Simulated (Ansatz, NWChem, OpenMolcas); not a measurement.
## A small benchmark: vertical ionisation energy

7 molecules of light elements (H to F); the vertical ionisation energy in eV, computed less measured. Shapes, held fixed at every level: PBE0-D4/def2-TZVP. No vibrational averaging. Programs: Ansatz 0.2.0, NWChem 7.3.0, OpenMolcas 26.06. A level may come from different programs for different species; with the same settings they agree closely. Measured values: NIST CCCBDB.

Levels: A = SVWN5/STO-3G; B = PBE-D4/def2-TZVPP; C = B3LYP/6-31G* (Cartesian functions); D = wB97M-V/def2-TZVPP.

```csv
molecule,measured,A,B,C,D
CO (SMILES [C-]#[O+]),14.01,-1.81,-0.17,+0.01,+0.21
N2 (nitrogen),15.58,-0.97,-0.19,+0.18,+0.38
HCN (hydrogen cyanide),13.61,-0.57,+0.16,+0.02,+0.01
CO2 (carbon dioxide),13.78,-2.18,-0.12,-0.10,0.00
C2H2 (acetylene),11.49,-0.56,-0.06,-0.34,-0.20
H2CO (formaldehyde),10.88,-2.04,-0.16,-0.15,-0.06
CH4O (methanol),10.96,-2.80,-0.30,-0.31,-0.07
```

Problem. Which level does best on this set, which worst, and which err to one side?

Solution. 
| level | kind | mean error | mean absolute error | worst case |
| --- | --- | --- | --- | --- |
| SVWN5/STO-3G | LDA | -1.561 | 1.561 | CH4O |
| PBE-D4/def2-TZVPP | GGA | -0.120 | 0.166 | CH4O |
| B3LYP/6-31G* (Cartesian functions) | global hybrid | -0.099 | 0.159 | C2H2 |
| wB97M-V/def2-TZVPP | range-separated hybrid | +0.039 | 0.133 | N2 |

On this set wB97M-V/def2-TZVPP has the smallest mean absolute error and SVWN5/STO-3G the largest. SVWN5/STO-3G is too low in 7 of 7; PBE-D4/def2-TZVPP is too low in 6 of 7. The smallest two are near a tie. The set is small.

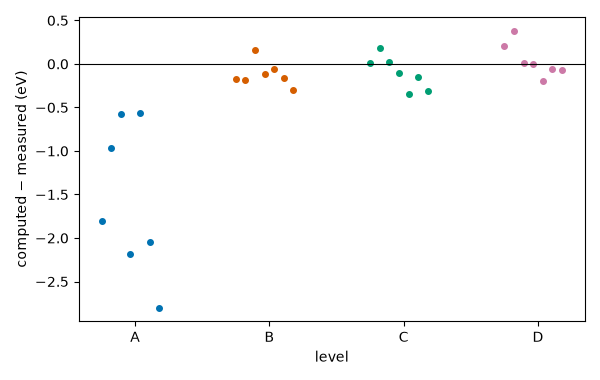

Errors of each level, one point a molecule.
